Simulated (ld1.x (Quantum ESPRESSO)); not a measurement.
# Os: pseudopotential generation (part 2 of 2)

Continued. System: osmium (Os, Z = 76), core [Kr] 4d10 4f14 5s2, reference valence 5p6 5d6 6s0 6p0 (an ion of charge +2), valence charge 14. Method: RRKJ potential, PW91, scalar-relativistic, made with ld1.x (Quantum ESPRESSO) 7.5.

Log, continued:
```
     l=   0 Node at 0.00478039
     l=   0 Node at 0.00484052
     l=   0 Node at 0.00490141
     l=   0 Node at 0.00496306
     l=   0 Node at 0.00502548
     l=   0 Node at 0.00508870
     l=   0 Node at 0.00515271
     l=   0 Node at 0.00521752
     l=   0 Node at 0.00528315
     l=   0 Node at 0.00534960
     l=   0 Node at 0.00541689
     l=   0 Node at 0.00548503
     l=   0 Node at 0.00555402
     l=   0 Node at 0.00562388
     l=   0 Node at 0.00569462
     l=   0 Node at 0.00576625
     l=   0 Node at 0.00583878
     l=   0 Node at 0.00591222
     l=   0 Node at 0.00598659
     l=   0 Node at 0.00606189
     l=   0 Node at 0.00613814
     l=   0 Node at 0.00621535
     l=   0 Node at 0.00629353
     l=   0 Node at 0.00637269
     l=   0 Node at 0.00645285
     l=   0 Node at 0.00653402
     l=   0 Node at 0.00661620
     l=   0 Node at 0.00669943
     l=   0 Node at 0.00678369
     l=   0 Node at 0.00686902
     l=   0 Node at 0.00695543
     l=   0 Node at 0.00704291
     l=   0 Node at 0.00713150
     l=   0 Node at 0.00722121
     l=   0 Node at 0.00731204
     l=   0 Node at 0.00740401
     l=   0 Node at 0.00749714
     l=   0 Node at 0.00759144
     l=   0 Node at 0.00768693
     l=   0 Node at 0.00778362
     l=   0 Node at 0.00788153
     l=   0 Node at 0.00798067
     l=   0 Node at 0.00808105
     l=   0 Node at 0.00818270
     l=   0 Node at 0.00828562
     l=   0 Node at 0.00838984
     l=   0 Node at 0.00849538
     l=   0 Node at 0.00860223
     l=   0 Node at 0.00871044
     l=   0 Node at 0.00882000
     l=   0 Node at 0.00893094
     l=   0 Node at 0.00904328
     l=   0 Node at 0.00915703
     l=   0 Node at 0.00927221
     l=   0 Node at 0.00938884
     l=   0 Node at 0.00950694
     l=   0 Node at 0.00962652
     l=   0 Node at 0.00974761
     l=   0 Node at 0.00987022
     l=   0 Node at 0.00999437
     l=   0 Node at 0.01012008
     l=   0 Node at 0.01024738
     l=   0 Node at 0.01037627
     l=   0 Node at 0.01050679
     l=   0 Node at 0.01063895
     l=   0 Node at 0.01077277
     l=   0 Node at 0.01090828
     l=   0 Node at 0.01104549
     l=   0 Node at 0.01118442
     l=   0 Node at 0.01132510
     l=   0 Node at 0.01146756
     l=   0 Node at 0.01161180
     l=   0 Node at 0.01175786
     l=   0 Node at 0.01190576
     l=   0 Node at 0.01205551
     l=   0 Node at 0.01220715
     l=   0 Node at 0.01236070
     l=   0 Node at 0.01251618
     l=   0 Node at 0.01267361
     l=   0 Node at 0.01283303
     l=   0 Node at 0.01299444
     l=   0 Node at 0.01315789
     l=   0 Node at 0.01332340
     l=   0 Node at 0.01349099
     l=   0 Node at 0.01366068
     l=   0 Node at 0.01383251
     l=   0 Node at 0.01400651
     l=   0 Node at 0.01418269
     l=   0 Node at 0.01436108
     l=   0 Node at 0.01454172
     l=   0 Node at 0.01472463
     l=   0 Node at 0.01490985
     l=   0 Node at 0.01509739
     l=   0 Node at 0.01528729
     l=   0 Node at 0.01547958
     l=   0 Node at 0.01567429
     l=   0 Node at 0.01587145
     l=   0 Node at 0.01607109
     l=   0 Node at 0.01627324
     l=   0 Node at 0.01647793
     l=   0 Node at 0.01668520
     l=   0 Node at 0.01689507
     l=   0 Node at 0.01710759
     l=   0 Node at 0.01732277
     l=   0 Node at 0.01754067
     l=   0 Node at 0.01776130
     l=   0 Node at 0.01798471
     l=   0 Node at 0.01821093
     l=   0 Node at 0.01843999
     l=   0 Node at 0.01867194
     l=   0 Node at 0.01890681
     l=   0 Node at 0.01914462
     l=   0 Node at 0.01938543
     l=   0 Node at 0.01962927
     l=   0 Node at 0.01987618
     l=   0 Node at 0.02012619
     l=   0 Node at 0.02037935
     l=   0 Node at 0.02063569
     l=   0 Node at 0.02089525
     l=   0 Node at 0.02115808
     l=   0 Node at 0.02142422
     l=   0 Node at 0.02169370
     l=   0 Node at 0.02196657
     l=   0 Node at 0.02224288
     l=   0 Node at 0.02252266
     l=   0 Node at 0.02280596
     l=   0 Node at 0.02309282
     l=   0 Node at 0.02338330
     l=   0 Node at 0.02367742
     l=   0 Node at 0.02397525
     l=   0 Node at 0.02427682
     l=   0 Node at 0.02458218
     l=   0 Node at 0.02489139
     l=   0 Node at 0.02520448
     l=   0 Node at 0.02552152
     l=   0 Node at 0.02584254
     l=   0 Node at 0.02616760
     l=   0 Node at 0.02649675
     l=   0 Node at 0.02683003
     l=   0 Node at 0.02716751
     l=   0 Node at 0.02750924
     l=   0 Node at 0.02785526
     l=   0 Node at 0.02820564
     l=   0 Node at 0.02856042
     l=   0 Node at 0.02891967
     l=   0 Node at 0.02928343
     l=   0 Node at 0.02965177
     l=   0 Node at 0.03002475
     l=   0 Node at 0.03040241
     l=   0 Node at 0.03078483
     l=   0 Node at 0.03117205
     l=   0 Node at 0.03156415
     l=   0 Node at 0.03196118
     l=   0 Node at 0.03236320
     l=   0 Node at 0.03277028
     l=   0 Node at 0.03318248
     l=   0 Node at 0.03359986
     l=   0 Node at 0.03402250
     l=   0 Node at 0.03445045
     l=   0 Node at 0.03488378
     l=   0 Node at 0.03532256
     l=   0 Node at 0.03576687
     l=   0 Node at 0.03621676
     l=   0 Node at 0.03667231
     l=   0 Node at 0.03713359
     l=   0 Node at 0.03760067
     l=   0 Node at 0.03807363
     l=   0 Node at 0.03855254
     l=   0 Node at 0.03903747
     l=   0 Node at 0.03952850
     l=   0 Node at 0.04002571
     l=   0 Node at 0.04052917
     l=   0 Node at 0.04103896
     l=   0 Node at 0.04155517
     l=   0 Node at 0.04207787
     l=   0 Node at 0.04260714
     l=   0 Node at 0.04314308
     l=   0 Node at 0.04368575
     l=   0 Node at 0.04423525
     l=   0 Node at 0.04479166
     l=   0 Node at 0.04535507
     l=   0 Node at 0.04592557
     l=   0 Node at 0.04650324
     l=   0 Node at 0.04708818
     l=   0 Node at 0.04768047
     l=   0 Node at 0.04828022
     l=   0 Node at 0.04888751
     l=   0 Node at 0.04950244
     l=   0 Node at 0.05012510
     l=   0 Node at 0.05075560
     l=   0 Node at 0.05139403
     l=   0 Node at 0.05204048
     l=   0 Node at 0.05269507
     l=   0 Node at 0.05335789
     l=   0 Node at 0.05402905
     l=   0 Node at 0.05470866
     l=   0 Node at 0.05539681
     l=   0 Node at 0.05609361
     l=   0 Node at 0.05679918
     l=   0 Node at 0.05751363
     l=   0 Node at 0.05823706
     l=   0 Node at 0.05896959
     l=   0 Node at 0.05971134
     l=   0 Node at 0.06046242
     l=   0 Node at 0.06122294
     l=   0 Node at 0.06199303
     l=   0 Node at 0.06277281
     l=   0 Node at 0.06356239
     l=   0 Node at 0.06436191
     l=   0 Node at 0.06517148
     l=   0 Node at 0.06599124
     l=   0 Node at 0.06682130
     l=   0 Node at 0.06766181
     l=   0 Node at 0.06851289
     l=   0 Node at 0.06937468
     l=   0 Node at 0.07024730
     l=   0 Node at 0.07113091
     l=   0 Node at 0.07202562
     l=   0 Node at 0.07293159
     l=   0 Node at 0.07384896
     l=   0 Node at 0.07477787
     l=   0 Node at 0.07571846
     l=   0 Node at 0.07667088
     l=   0 Node at 0.07763528
     l=   0 Node at 0.07861181
     l=   0 Node at 0.07960062
     l=   0 Node at 0.08060188
     l=   0 Node at 0.08161572
     l=   0 Node at 0.08264232
     l=   0 Node at 0.08368184
     l=   0 Node at 0.08473442
     l=   0 Node at 0.08580025
     l=   0 Node at 0.08687949
     l=   0 Node at 0.08797230
     l=   0 Node at 0.08907885
     l=   0 Node at 0.09019932
     l=   0 Node at 0.09133389
     l=   0 Node at 0.09248273
     l=   0 Node at 0.09364602
     l=   0 Node at 0.09482394
     l=   0 Node at 0.09601668
     l=   0 Node at 0.09722442
     l=   0 Node at 0.09844736
     l=   0 Node at 0.09968567
     l=   0 Node at 0.10093956
     l=   0 Node at 0.10220923
     l=   0 Node at 0.10349486
     l=   0 Node at 0.10479666
     l=   0 Node at 0.10611484
     l=   0 Node at 0.10744960
     l=   0 Node at 0.10880115
     l=   0 Node at 0.11016970
     l=   0 Node at 0.11155547
     l=   0 Node at 0.11295866
     l=   0 Node at 0.11437951
     l=   0 Node at 0.11581823
     l=   0 Node at 0.11727504
     l=   0 Node at 0.11875018
     l=   0 Node at 0.12024387
     l=   0 Node at 0.12175635
     l=   0 Node at 0.12328786
     l=   0 Node at 0.12483863
     l=   0 Node at 0.12640891
     l=   0 Node at 0.12799893
     l=   0 Node at 0.12960896
     l=   0 Node at 0.13123924
     l=   0 Node at 0.13289003
     l=   0 Node at 0.13456158
     l=   0 Node at 0.13625416
     l=   0 Node at 0.13796802
     l=   0 Node at 0.13970345
     l=   0 Node at 0.14146070
     l=   0 Node at 0.14324006
     l=   0 Node at 0.14504179
     l=   0 Node at 0.14686620
     l=   0 Node at 0.14871354
     l=   0 Node at 0.15058413
     l=   0 Node at 0.15247825
     l=   0 Node at 0.15439619
     l=   0 Node at 0.15633825
     l=   0 Node at 0.15830474
     l=   0 Node at 0.16029597
     l=   0 Node at 0.16231225
     l=   0 Node at 0.16435389
     l=   0 Node at 0.16642120
     l=   0 Node at 0.16851452
     l=   0 Node at 0.17063418
     l=   0 Node at 0.17278049
     l=   0 Node at 0.17495380
     l=   0 Node at 0.17715445
     l=   0 Node at 0.17938278
     l=   0 Node at 0.18163913
     l=   0 Node at 0.18392387
     l=   0 Node at 0.18623735
     l=   0 Node at 0.18857993
     l=   0 Node at 0.19095197
     l=   0 Node at 0.19335385
     l=   0 Node at 0.19578594
     l=   0 Node at 0.19824863
     l=   0 Node at 0.20074229
     l=   0 Node at 0.20326732
     l=   0 Node at 0.20582410
     l=   0 Node at 0.20841305
     l=   0 Node at 0.21103457
     l=   0 Node at 0.21368905
     l=   0 Node at 0.21637693
     l=   0 Node at 0.21909862
     l=   0 Node at 0.22185454
     l=   0 Node at 0.22464513
     l=   0 Node at 0.22747081
     l=   0 Node at 0.23033204
     l=   0 Node at 0.23322926
     l=   0 Node at 0.23616293
     l=   0 Node at 0.23913349
     l=   0 Node at 0.24214142
     l=   0 Node at 0.24518718
     l=   0 Node at 0.24827126
     l=   0 Node at 0.25139413
     l=   0 Node at 0.25455628
     l=   0 Node at 0.25775820
     l=   0 Node at 0.26100040
     l=   0 Node at 0.26428338
     l=   0 Node at 0.26760766
     l=   0 Node at 0.27097375
     l=   0 Node at 0.27438218
     l=   0 Node at 0.27783348
     l=   0 Node at 0.28132819
     l=   0 Node at 0.28486687
     l=   0 Node at 0.28845005
     l=   0 Node at 0.29207831
     l=   0 Node at 0.29575220
     l=   0 Node at 0.29947230
     l=   0 Node at 0.30323920
     l=   0 Node at 0.30705348
     l=   0 Node at 0.31091574
     l=   0 Node at 0.31482658
     l=   0 Node at 0.31878661
     l=   0 Node at 0.32279645
     l=   0 Node at 0.32685673
     l=   0 Node at 0.33096808
     l=   0 Node at 0.33513115
     l=   0 Node at 0.33934658
     l=   0 Node at 0.34361503
     l=   0 Node at 0.34793718
     l=   0 Node at 0.35231369
     l=   0 Node at 0.35674525
     l=   0 Node at 0.36123255
     l=   0 Node at 0.36577630
     l=   0 Node at 0.37037720
     l=   0 Node at 0.37503597
     l=   0 Node at 0.37975334
     l=   0 Node at 0.38453005
     l=   0 Node at 0.38936684
     l=   0 Node at 0.39426447
     l=   0 Node at 0.39922371
     l=   0 Node at 0.40424533
     l=   0 Node at 0.40933011
     l=   0 Node at 0.41447885
     l=   0 Node at 0.41969235
     l=   0 Node at 0.42497143
     l=   0 Node at 0.43031691
     l=   0 Node at 0.43572963
     l=   0 Node at 0.44121044
     l=   0 Node at 0.44676018
     l=   0 Node at 0.45237973
     l=   0 Node at 0.45806997
     l=   0 Node at 0.46383178
     l=   0 Node at 0.46966606
     l=   0 Node at 0.47557374
     l=   0 Node at 0.48155572
     l=   0 Node at 0.48761294
     l=   0 Node at 0.49374636
     l=   0 Node at 0.49995692
     l=   0 Node at 0.50624561
     l=   0 Node at 0.51261339
     l=   0 Node at 0.51906127
     l=   0 Node at 0.52559026
     l=   0 Node at 0.53220137
     l=   0 Node at 0.53889564
     l=   0 Node at 0.54567412
     l=   0 Node at 0.55253785
     l=   0 Node at 0.55948792
     l=   0 Node at 0.56652541
     l=   0 Node at 0.57365143
     l=   0 Node at 0.58086707
     l=   0 Node at 0.58817348
     l=   0 Node at 0.59557179
     l=   0 Node at 0.60306316
     l=   0 Node at 0.61064876
     l=   0 Node at 0.61832978
     l=   0 Node at 0.62610741
     l=   0 Node at 0.63398287
     l=   0 Node at 0.64195740
     l=   0 Node at 0.65003223
     l=   0 Node at 0.65820862
     l=   0 Node at 0.66648787
     l=   0 Node at 0.67487125
     l=   0 Node at 0.68336009
     l=   0 Node at 0.69195570
     l=   0 Node at 0.70065943
     l=   0 Node at 0.70947264
     l=   0 Node at 0.71839671
     l=   0 Node at 0.72743303
     l=   0 Node at 0.73658301
     l=   0 Node at 0.74584808
     l=   0 Node at 0.75522970
     l=   0 Node at 0.76472932
     l=   0 Node at 0.77434843
     l=   0 Node at 0.78408853
     l=   0 Node at 0.79395115
     l=   0 Node at 0.80393783
     l=   0 Node at 0.81405012
     l=   0 Node at 0.82428961
     l=   0 Node at 0.83465790
     l=   0 Node at 0.84515660
     l=   0 Node at 0.85578736
     l=   0 Node at 0.86655184
     l=   0 Node at 0.87745172
     l=   0 Node at 0.88848871
     l=   0 Node at 0.89966452
     l=   0 Node at 0.91098091
     l=   0 Node at 0.92243964
     l=   0 Node at 0.93404250
     l=   0 Node at 0.94579131
     l=   0 Node at 0.95768790
     l=   0 Node at 0.96973413
     l=   0 Node at 0.98193188
     l=   0 Node at 0.99428306
     l=   0 Node at 1.00678961
     l=   0 Node at 1.01945346
     l=   0 Node at 1.03227661
     l=   0 Node at 1.04526105
     l=   0 Node at 1.05840881
     l=   0 Node at 1.07172196
     l=   0 Node at 1.08520256
     l=   0 Node at 1.09885273
     l=   0 Node at 1.11267459
     l=   0 Node at 1.12667032
     l=   0 Node at 1.14084208
     l=   0 Node at 1.15519211
     l=   0 Node at 1.16972264
     l=   0 Node at 1.18443594
     l=   0 Node at 1.19933431
     l=   0 Node at 1.21442008
     l=   0 Node at 1.22969560
     l=   0 Node at 1.24516327
     l=   0 Node at 1.26082549
     l=   0 Node at 1.27668473
     l=   0 Node at 1.29274344
     l=   0 Node at 1.30900415
     l=   0 Node at 1.32546940
     l=   0 Node at 1.34214175
     l=   0 Node at 1.35902382
     l=   0 Node at 1.37611823
     l=   0 Node at 1.39342767
     l=   0 Node at 1.41095483
     l=   0 Node at 1.42870246
     l=   0 Node at 1.44667332
     l=   0 Node at 1.46487023
     l=   0 Node at 1.48329603
     l=   0 Node at 1.50195360
     l=   0 Node at 1.52084585
     l=   0 Node at 1.53997573
     l=   0 Node at 1.55934625
     l=   0 Node at 1.57896041
     l=   0 Node at 1.59882128
     l=   0 Node at 1.61893198
     l=   0 Node at 1.63929564
     l=   0 Node at 1.65991544
     l=   0 Node at 1.68079460
     l=   0 Node at 1.70193640
     l=   0 Node at 1.72334412
     l=   0 Node at 1.74502112
     l=   0 Node at 1.76697079
      This function has  953 nodes for 0 < r <    1.767

 %%%%%%%%%%%%%%%%%%%%%%%%%%%%%%%%%%%%%%%%%%%%%%%%%%%%%%%%%%%%%%%%%%%%%%%%%%%%%%
     Error in routine compute_phi (1):
     phi has nodes before r_c
 %%%%%%%%%%%%%%%%%%%%%%%%%%%%%%%%%%%%%%%%%%%%%%%%%%%%%%%%%%%%%%%%%%%%%%%%%%%%%%

     stopping ...
```

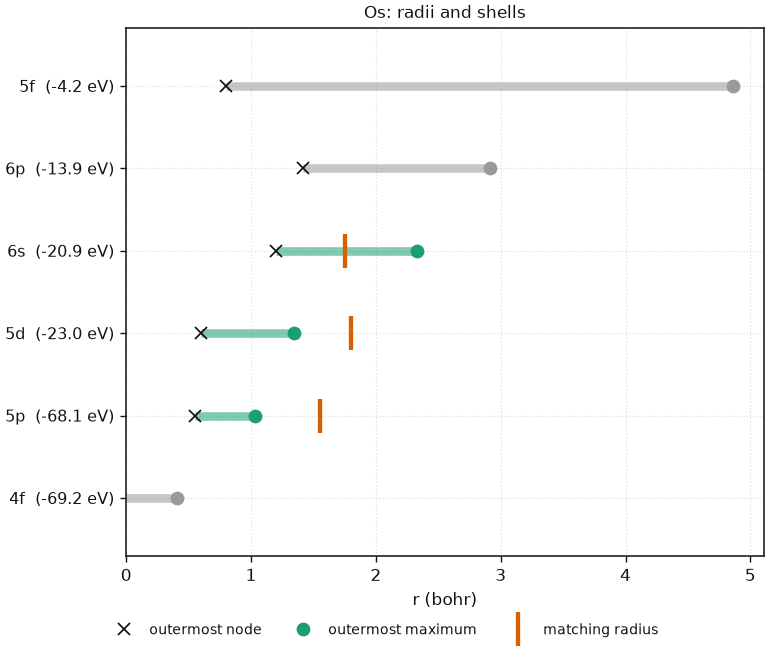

Outer shells of the all-electron reference atom: each bar runs from the outermost node (or the nucleus) to the outermost maximum of u(r); the tick is the radius chosen for the pseudo-wave. Shells without a tick have no pseudo-wave of their own. Levels, nodes and maxima are from ld1.x, scalar-relativistic.

- Radii against the shells: 5p: 1.55 bohr, outside the maximum; 5d: 1.80 bohr, outside the maximum; 6s: 1.75 bohr, between node and maximum.

Outcome of the run: ended with an error.
